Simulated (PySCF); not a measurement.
## Electronic structure of C$_{4}$H$_{9}$NSi$_{2}$ in real space

```xyz
16

N     1.2300    3.2238   -1.0752
C     0.9135    2.1252   -0.9911
Si    0.4677    0.3119   -0.8463
Si    2.3894   -0.9696   -0.6595
C    -0.6310    0.2085    0.6856
C    -2.1063    0.4835    0.6018
C    -1.6246   -0.9139    0.8020
H    -0.3738    0.0903   -2.0368
H     2.0551   -2.3892   -0.5092
H     3.2333   -0.8367   -1.8471
H     3.1895   -0.5834    0.5046
H    -0.1617    0.5038    1.6184
H    -2.5263    0.7482   -0.3570
H    -2.5785    0.9892    1.4308
H    -1.7690   -1.3761    1.7674
H    -1.7148   -1.6065   -0.0226
```

Geometry: GFN2-xTB.

These are results of PBE0/def2-SVPD, SCF density, gas phase (PySCF), not measurements.

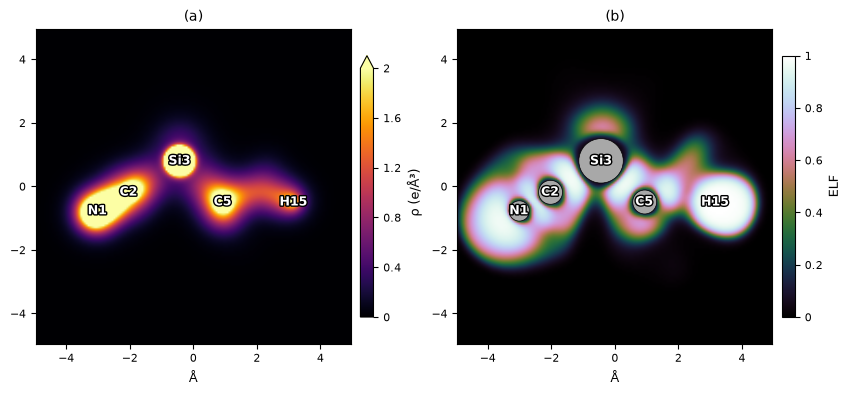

Figure 1. (a) total electron density; (b) electron localisation function on the plane of atoms C2, Si3 and C5. Grey discs cover the atomic cores in the ELF map.

Q: What does the map show?

A:
- The section cuts through N, C, Si and H sites.
- C–N (1.15 Å): ρ at the midpoint is about 3.6 e/Å³; the ELF peaks at about 0.90 between the atoms (a short, multiple covalent bond).
- C–Si (1.87 Å): ρ is about 0.88 e/Å³ halfway; the ELF peaks at about 1 between the atoms: a shared electron pair.
- The ELF also peaks beside N1, away from the bonds: lone-pair regions.

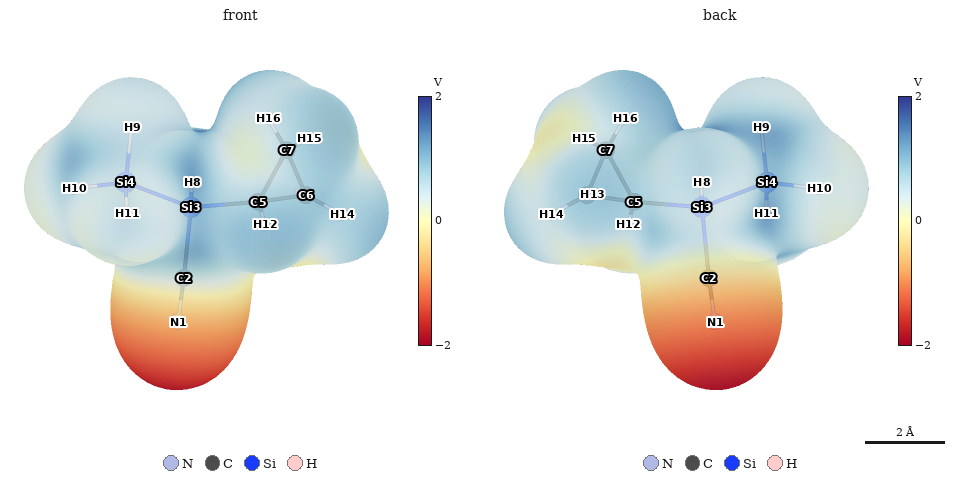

Figure 2. The electrostatic potential painted on the density surface at 0.002 e/bohr³, seen from the front and from behind; red is negative and blue positive.

Q: Where is the surface potential most negative and most positive?

A: The most negative region (about −1.9 V, or −44 kcal/mol for a unit charge) lies over N1, the most positive (about +1.5 V, or +35 kcal/mol for a unit charge) over Si3. N1 is the likeliest acceptor of a hydrogen bond.

Q: What dipole moment does the calculation give?

A: Its dipole moment is 4.28 D.
